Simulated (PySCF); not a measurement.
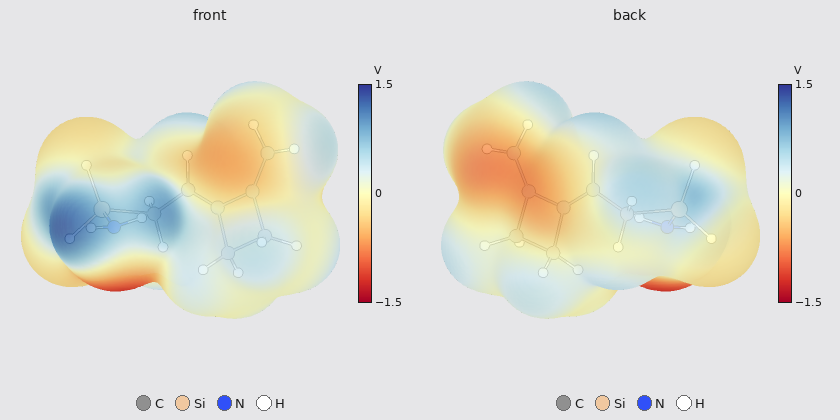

C₇H₁₃NSi. The molecular electrostatic potential painted on the density surface at 0.001 e/bohr³, seen from the front and from behind; red is negative and blue positive.

Geometry: GFN2-xTB.

Theory: PBE0/pcSseg-1, SCF density, gas phase, non-relativistic in PySCF.

| atom | x (Å) | y (Å) | z (Å) |
| --- | --- | --- | --- |
| C | -2.3819 | 0.7890 | 1.8290 |
| C | -1.9319 | 0.4224 | 0.6384 |
| C | -2.4393 | 0.6198 | -0.7715 |
| C | -1.2023 | -0.1516 | -1.2820 |
| C | -0.7618 | -0.3041 | 0.1565 |
| C | 0.2849 | -0.8834 | 0.7379 |
| C | 1.4018 | -1.5181 | -0.0007 |
| Si | 2.9010 | -0.3325 | -0.0702 |
| N | 2.2871 | 1.1156 | -0.7662 |
| H | -3.2979 | 1.3451 | 1.9405 |
| H | -1.8521 | 0.5424 | 2.7335 |
| H | -3.3952 | 0.1400 | -0.9781 |
| H | -2.4962 | 1.6609 | -1.0879 |
| H | -0.5260 | 0.4265 | -1.9110 |
| H | -1.4301 | -1.0918 | -1.7844 |
| H | 0.3709 | -0.8567 | 1.8167 |
| H | 1.0891 | -1.7630 | -1.0143 |
| H | 1.7035 | -2.4417 | 0.4919 |
| H | 3.4577 | -0.2029 | 1.2873 |
| H | 3.9274 | -0.8334 | -0.9850 |
| H | 2.9021 | 1.8990 | -0.9113 |
| H | 1.3787 | 1.4378 | -0.4708 |

### Describe the electrostatic potential map.

The most negative region (about −1.1 V, or −25 kcal/mol for a unit charge) lies over N9, the most positive (about +1.2 V, or +28 kcal/mol for a unit charge) over H21. N9 is the likeliest acceptor of a hydrogen bond.

### What dipole moment does the calculation give?

Its dipole moment is 0.67 D.
